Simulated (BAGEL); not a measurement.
**AlH2SBr (SMILES [SH][AlH][Br]): levels of theory compared**

We compute a comparison of 3 runs (B3LYP/6-31G*, B3LYP/cc-pVDZ, PBE0/cc-pVDZ) of AlH2SBr. 

The results are computed with BAGEL 1.2.2.

1 further run of the same task is left out (for a known fault of the program).

### Step 1. The molecule

The species is AlH2SBr (5 atoms), meant as a singlet with charge 0. SMILES: `[SH][AlH][Br]`. The shape is that of a PBE0-D4/def2-TZVP optimisation. This is one conformer, not always the lowest.

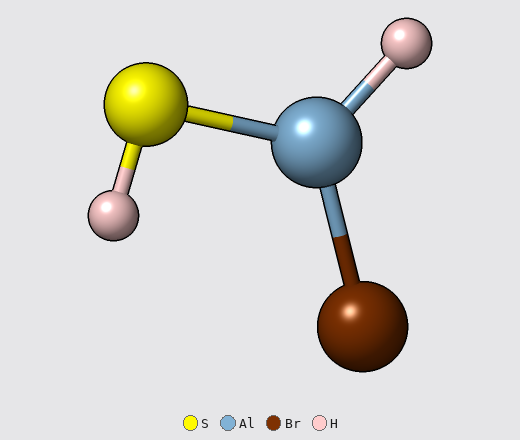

Viewed from a chosen angle; sulfur yellow, aluminium light blue, bromine brown, hydrogen pink.

### Step 2. A single-point energy at B3LYP/6-31G(d) (density fitting with qzvpp-jkfit, spherical functions) (run 1)

File input.json:

```json
{ "bagel" : [

{
  "title" : "molecule",
  "basis" : "6-31gs.json",
  "df_basis" : "qzvpp-jkfit",
  "angstrom" : true,
  "geometry" : [
    { "atom" : "S", "xyz" : [      -1.672800,      -0.006500,       0.297400 ] },
    { "atom" : "Al", "xyz" : [       0.491600,       0.125600,       0.390900 ] },
    { "atom" : "Br", "xyz" : [       1.687800,      -0.358500,      -1.456100 ] },
    { "atom" : "H", "xyz" : [      -1.666700,      -0.383200,      -0.993500 ] },
    { "atom" : "H", "xyz" : [       1.210000,       0.548800,       1.719900 ] }
  ]
},

{
  "title" : "ks",
  "xc_func" : "b3lyp"
},

{
  "title" : "print",
  "file" : "orbitals.molden",
  "orbitals" : true
}

]}
```

The basis set 6-31G* is read from a file made from the Basis Set Exchange's data (not shown).

Launch:

```bash
$ BAGEL_NUM_THREADS=1 BAGEL input.json > input.out
```

Standard output:

```text
* using 1 threads per process

  ===============================================================
  ===============================================================

  *** Geometry ***

  { "atom" : "S", "xyz" : [     -3.161134,     -0.012283,      0.562005 ] },
  { "atom" : "Al", "xyz" : [      0.928989,      0.237350,      0.738694 ] },
  { "atom" : "Br", "xyz" : [      3.189480,     -0.677467,     -2.751630 ] },
  { "atom" : "H", "xyz" : [     -3.149607,     -0.724143,     -1.877443 ] },
  { "atom" : "H", "xyz" : [      2.286569,      1.037082,      3.250140 ] },

  Number of auxiliary basis functions:      558

  Since a DF basis is specified, we compute 2- and 3-index integrals:
    o Being stored without compression. Storage requirement is 0.023 GB

  Number of basis functions:       72
  Number of electrons      :       66

    * METHOD: MOLECULE                             0.35

  *** Kohn-Sham DFT ***

    * Removing 7926 points whose weight is below 1.00e-10
    * Grid points: 66604

  === Nuclear Repulsion ===
   262.4750335911

       - DIIS with orbital gradients will be used.

  === KS iteration (b3lyp / 6-31gs.json) ===
      0      -3101.16617086          0.13275172           0.36
      1      -2756.53140438          0.18404455           0.34
      2      -2835.45241155          0.25119798           0.33
[... 42 lines of this table left out ...]
     45      -3215.80224737          0.00000001           0.33
    * SCF iteration converged.

    * Permanent dipole moment:
           (    0.027024,    -0.011178,    -0.038683) a.u.

    * METHOD: KS                                  15.71

    * METHOD: PRINT                                0.01

  ===============================================================
```

It took 17 s on 1 thread of Arm Neoverse V1, shared host; peak memory 0.3 GiB.

### Step 3. The energy at B3LYP/cc-pVDZ (density fitting with qzvpp-jkfit) (run 2)

File calc.json:

```json
{ "bagel": [

{
  "title": "molecule",
  "basis": "cc-pvdz.json",
  "df_basis": "qzvpp-jkfit",
  "angstrom": "true",
  "geometry": [
    { "atom": "S", "xyz": [      -1.672800,      -0.006500,       0.297400 ] },
    { "atom": "Al", "xyz": [       0.491600,       0.125600,       0.390900 ] },
    { "atom": "Br", "xyz": [       1.687800,      -0.358500,      -1.456100 ] },
    { "atom": "H", "xyz": [      -1.666700,      -0.383200,      -0.993500 ] },
    { "atom": "H", "xyz": [       1.210000,       0.548800,       1.719900 ] }
  ]
},

{
  "title": "ks",
  "xc_func": "b3lyp"
},

{
  "title": "print",
  "file": "orbitals.molden",
  "orbitals": "true"
}

]}
```

The basis set cc-pVDZ is read from a file made from the Basis Set Exchange's data (not shown).

Launch:

```bash
$ BAGEL_NUM_THREADS=1 BAGEL calc.json > calc.out
```

Standard output:

```text
* using 1 threads per process

  ===============================================================
  ===============================================================

  *** Geometry ***

  { "atom" : "S", "xyz" : [     -3.161134,     -0.012283,      0.562005 ] },
  { "atom" : "Al", "xyz" : [      0.928989,      0.237350,      0.738694 ] },
  { "atom" : "Br", "xyz" : [      3.189480,     -0.677467,     -2.751630 ] },
  { "atom" : "H", "xyz" : [     -3.149607,     -0.724143,     -1.877443 ] },
  { "atom" : "H", "xyz" : [      2.286569,      1.037082,      3.250140 ] },

  Number of auxiliary basis functions:      558

  Since a DF basis is specified, we compute 2- and 3-index integrals:
    o Being stored without compression. Storage requirement is 0.024 GB

  Number of basis functions:       73
  Number of electrons      :       66

    * METHOD: MOLECULE                             0.32

  *** Kohn-Sham DFT ***

    * Removing 7926 points whose weight is below 1.00e-10
    * Grid points: 66604

  === Nuclear Repulsion ===
   262.4750335911

       - DIIS with orbital gradients will be used.

  === KS iteration (b3lyp / cc-pvdz.json) ===
      0      -3171.56662079          0.08832336           0.34
      1      -2958.12334045          0.22232669           0.32
      2      -3012.90328241          0.07526607           0.32
[... 48 lines of this table left out ...]
     51      -3216.12121539          0.00000001           0.33
    * SCF iteration converged.

    * Permanent dipole moment:
           (    0.075299,    -0.000130,    -0.009168) a.u.

    * METHOD: KS                                  17.21

    * METHOD: PRINT                                0.01

  ===============================================================
```

Run time: 18 s. Hardware: 1 thread of Arm Neoverse V1, shared host; peak memory 0.3 GiB.

### Step 4. A single-point energy at PBE0/cc-pVDZ (density fitting with qzvpp-jkfit) (run 3)

File dft.json:

```json
{ "bagel" : [

{
  "title" : "molecule",
  "basis" : "cc-pvdz.json",
  "df_basis" : "qzvpp-jkfit",
  "angstrom" : true,
  "geometry" : [
    { "atom" : "S", "xyz" : [      -1.672800,      -0.006500,       0.297400 ] },
    { "atom" : "Al", "xyz" : [       0.491600,       0.125600,       0.390900 ] },
    { "atom" : "Br", "xyz" : [       1.687800,      -0.358500,      -1.456100 ] },
    { "atom" : "H", "xyz" : [      -1.666700,      -0.383200,      -0.993500 ] },
    { "atom" : "H", "xyz" : [       1.210000,       0.548800,       1.719900 ] }
  ]
},

{
  "title" : "ks",
  "xc_func" : "pbe0"
},

{
  "title" : "print",
  "file" : "orbitals.molden",
  "orbitals" : true
}

]}
```

The basis set cc-pVDZ is read from a file made from the Basis Set Exchange's data (not shown).

Launch:

```bash
$ BAGEL_NUM_THREADS=1 BAGEL dft.json > dft.out
```

Standard output:

```text
* using 1 threads per process

  ===============================================================
  ===============================================================

  *** Geometry ***

  { "atom" : "S", "xyz" : [     -3.161134,     -0.012283,      0.562005 ] },
  { "atom" : "Al", "xyz" : [      0.928989,      0.237350,      0.738694 ] },
  { "atom" : "Br", "xyz" : [      3.189480,     -0.677467,     -2.751630 ] },
  { "atom" : "H", "xyz" : [     -3.149607,     -0.724143,     -1.877443 ] },
  { "atom" : "H", "xyz" : [      2.286569,      1.037082,      3.250140 ] },

  Number of auxiliary basis functions:      558

  Since a DF basis is specified, we compute 2- and 3-index integrals:
    o Being stored without compression. Storage requirement is 0.024 GB

  Number of basis functions:       73
  Number of electrons      :       66

    * METHOD: MOLECULE                             0.32

  *** Kohn-Sham DFT ***

    * Removing 7926 points whose weight is below 1.00e-10
    * Grid points: 66604

  === Nuclear Repulsion ===
   262.4750335911

       - DIIS with orbital gradients will be used.

  === KS iteration (pbe0 / cc-pvdz.json) ===
      0      -3171.08078430          0.08796701           0.34
      1      -3016.64483712          0.21492941           0.33
      2      -3014.18631289          0.05758138           0.33
[... 52 lines of this table left out ...]
     55      -3215.50461827          0.00000000           0.33
    * SCF iteration converged.

    * Permanent dipole moment:
           (    0.061992,    -0.000659,    -0.008660) a.u.

    * METHOD: KS                                  18.59

    * METHOD: PRINT                                0.01

  ===============================================================
```

Run time: 19 s. Hardware: 1 thread of Arm Neoverse V1, shared host; peak memory 0.3 GiB.

### Step 5. All runs side by side

```
run                                                                 level   energy (Eh)  dipole moment (D)  HOMO energy (eV)  LUMO energy (eV)  wall time
  1  B3LYP/6-31G* (density fitting with qzvpp-jkfit, spherical functions)  -3215.802247               0.12             -7.73             -1.53       17 s
  2                      B3LYP/cc-pVDZ (density fitting with qzvpp-jkfit)  -3216.121215               0.19             -7.64             -1.41       18 s
  3                       PBE0/cc-pVDZ (density fitting with qzvpp-jkfit)  -3215.504618               0.16             -7.96             -1.29       19 s
```

### Step 6. Results

```
            quantity           value
 run 3: total energy  -3215.50462 Eh
run 3: dipole moment          0.16 D
  run 3: HOMO energy        -7.96 eV
  run 3: LUMO energy        -1.29 eV
run 3: HOMO–LUMO gap         6.67 eV
```

In words: The dipole moment (its size) runs from 0.12 D (B3LYP/6-31G*) to 0.19 D (B3LYP/cc-pVDZ). The HOMO–LUMO gap runs from 6.20 eV (B3LYP/6-31G*) to 6.67 eV (PBE0/cc-pVDZ). The two ends differ in method and basis. Totals of different functionals can't be ranked against each other. All runs together took 53 s, the longest 19 s.
